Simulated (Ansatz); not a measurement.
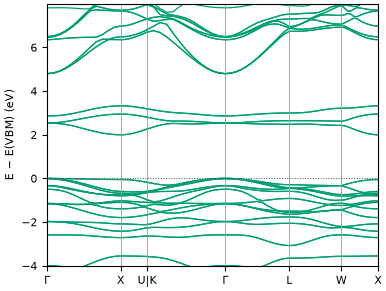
Band structure from plane-wave PAW PBEsol with spin–orbit coupling (Ansatz code)

### Question
Read off the gap and where the band edges lie.

### Answer
About 2.0 eV (2.00 eV by a search for the band edges); maximum at Γ, minimum at X.

The material is Ba2NaReO6 in space group Fm-3m (No. 225; Na on 4a, Ba on 8c, Re on 4b, O on 24e).

The first step of the workflow began from a Materials Project structure, measured or hypothetical; the Crystallography Open Database files this formula in space group No. 225, but the cells were not matched. Whether it is the stable phase at ambient conditions was not checked. The cell was relaxed with PBEsol under the symmetry of its start; whether a distortion lowers the energy is not shown. The run is not spin-polarised.

Potentials: the later of the program's two PAW sets.
